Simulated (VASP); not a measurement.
Energy against volume of ZrC (rock salt). Method: r2SCAN meta-GGA, VASP's PBE PAW potentials (set 64) (plane waves; VASP).

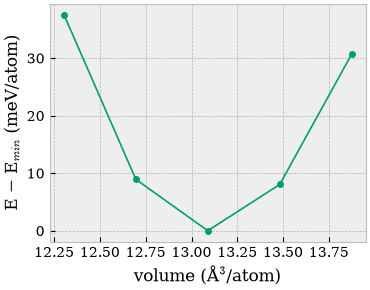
Figure: Energy against volume

**Question.** Estimate the equilibrium volume and the bulk modulus.

**Answer.** The minimum lies near 13.1 Å³/atom, and the curvature gives B0 of about 230 GPa.

Measured: a 4.696 Å (computed value off by +0.4 %), as given by Guo-Xu Zhang et al., New Journal of Physics (2018), doi:10.1088/1367-2630/aac7f0. The calculation is for a static lattice, while the measured a holds thermal and zero-point effects, which are part of the difference.

The compound is ZrC in the rock salt structure. It was relaxed first.
